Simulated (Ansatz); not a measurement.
# Si5N: the cost of one run

Program: Ansatz 0.2.0. Level of theory: DFT PBE, scalar-relativistic, plane waves, PAW. These are calculated values, not measurements.

1 further run of the same task is left out (it didn't finish).

### Step 1. The structure to begin with

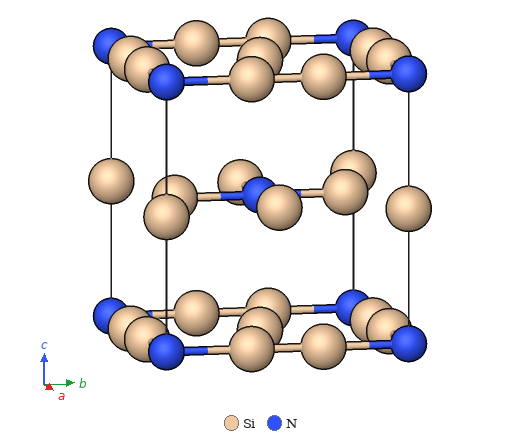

The starting structure, seen slightly off an axis (silicon light orange, nitrogen blue). Atoms on the faces are drawn again on the opposite ones. The cell drawn here is the conventional one.

Coordinates:

```
CELL_PARAMETERS angstrom
-2.70515 2.70515 2.97201
2.70515 -2.70515 2.97201
2.70515 2.70515 -2.97201
ATOMIC_POSITIONS crystal
Si 0.00000 0.35168 0.35168
Si 0.00000 0.64832 0.64832
Si 0.64832 0.00000 0.64832
Si 0.35168 0.00000 0.35168
Si 0.50000 0.50000 0.00000
N 0.00000 0.00000 0.00000
```

Recipe of the guess: random cell by space group and Wyckoff sites (I4/mmm, No. 139). The dimensions are guesses.

### Step 2. Probe: one point on a coarse mesh

Input file input.yaml:

```yaml
crystal:
  lattice:
    - [-2.70515083, 2.70515083, 2.97200612]
    - [2.70515083, -2.70515083, 2.97200612]
    - [2.70515083, 2.70515083, -2.97200612]
  atoms:
    - { symbol: Si, position: [0.0, 0.35167558, 0.35167558] }
    - { symbol: Si, position: [0.0, 0.64832442, 0.64832442] }
    - { symbol: Si, position: [0.64832442, 0.0, 0.64832442] }
    - { symbol: Si, position: [0.35167558, 0.0, 0.35167558] }
    - { symbol: Si, position: [0.5, 0.5, 0.0] }
    - { symbol: "N", position: [0.0, 0.0, 0.0] }
basis:
  ecutwfc: 420
kpoints:
  mp_grid: { grid: [4, 4, 4] }
hamiltonian:
  xc: pbe
scf:
  occupations: { method: gaussian, width: 0.1 }
  lower_state_search: "off"
output:
  forces: true
  stress: true
  eigenvalues: true
```

Command:

```console
$ ansatz run input.yaml --threads 1 --pin off --max-ram 2048MiB --backend cpu --events-out ev --progress --plain --runs-dir out
```

What time and memory should one allow on 1 thread of Arm Neoverse V1, shared host?

About 1.8 s, with a peak of 0.32 GiB.
